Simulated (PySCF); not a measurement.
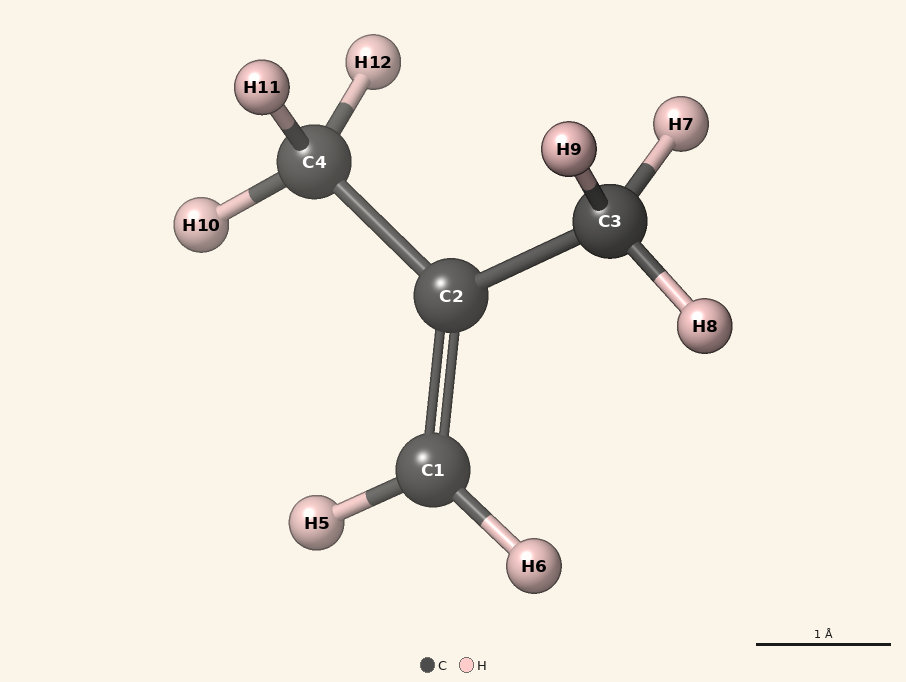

Orthographic view. Atoms fade into the background with distance from the viewer. The computed structure is the end point of a PBE0-D3(BJ)/def2-SVP optimisation. No frequency run is at hand to confirm it as a minimum.

Write a MOL file (V2000) with the atoms in numerical order, bonds sorted by atom number with the orders drawn, and coordinates in the frame of the picture: x right, y up, z towards the viewer, origin at the mean position.

```
C4H8
                    3D

 12 11  0  0  0  0  0  0  0  0999 V2000
   -0.1600   -1.5200   -0.2800 C   0  0  0  0  0  0  0  0  0  0  0  0
   -0.0200   -0.2100   -0.0400 C   0  0  0  0  0  0  0  0  0  0  0  0
    1.1700    0.3500    0.6800 C   0  0  0  0  0  0  0  0  0  0  0  0
   -1.0500    0.7900   -0.4700 C   0  0  0  0  0  0  0  0  0  0  0  0
   -1.0300   -1.9100   -0.8000 H   0  0  0  0  0  0  0  0  0  0  0  0
    0.6000   -2.2400    0.0400 H   0  0  0  0  0  0  0  0  0  0  0  0
    1.7000    1.0800    0.0500 H   0  0  0  0  0  0  0  0  0  0  0  0
    1.8800   -0.4400    0.9700 H   0  0  0  0  0  0  0  0  0  0  0  0
    0.8600    0.8900    1.5900 H   0  0  0  0  0  0  0  0  0  0  0  0
   -1.9000    0.3200   -0.9900 H   0  0  0  0  0  0  0  0  0  0  0  0
   -1.4400    1.3500    0.4000 H   0  0  0  0  0  0  0  0  0  0  0  0
   -0.6100    1.5400   -1.1500 H   0  0  0  0  0  0  0  0  0  0  0  0
  1  2  2  0
  1  5  1  0
  1  6  1  0
  2  3  1  0
  2  4  1  0
  3  7  1  0
  3  8  1  0
  3  9  1  0
  4 10  1  0
  4 11  1  0
  4 12  1  0
M  END
```
